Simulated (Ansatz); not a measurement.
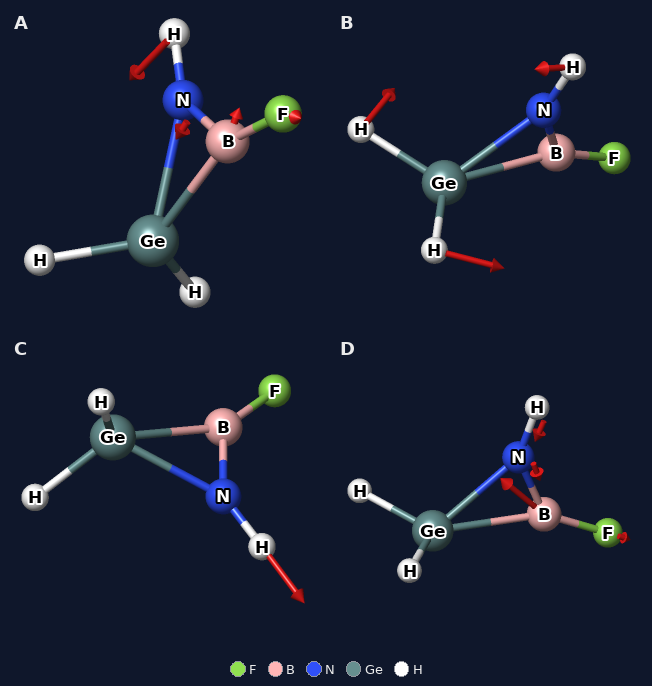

4 normal modes of one molecule or complex, as arrows. Harmonic vibrations computed with RKS PBE0-D4/def2-TZVP (Ansatz 0.2.0) at a stationary point of the same level.

> Match the panels to the wavenumbers 588 cm⁻¹, 873 cm⁻¹, 1615 cm⁻¹, 3619 cm⁻¹.

A: 588 cm⁻¹
B: 873 cm⁻¹, angle bending
C: 3619 cm⁻¹, N–H stretching
D: 1615 cm⁻¹
